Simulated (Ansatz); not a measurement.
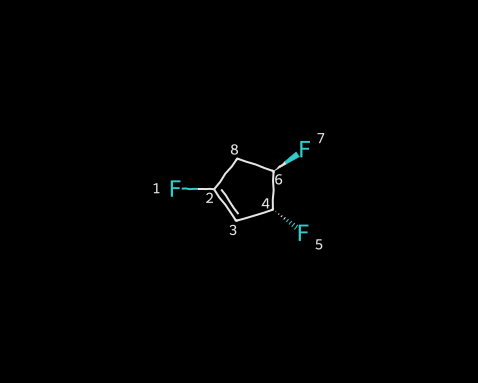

A structural formula, with wedges where it has stereocentres; small numbers name the atoms. The configuration is that of a computed structure (PBE-D4/def2-SVP).

What are the Cahn–Ingold–Prelog descriptors?

C4: R; C6: R.

Give a SMILES with the stereochemistry.

FC1=C[C@@H](F)[C@H](F)C1
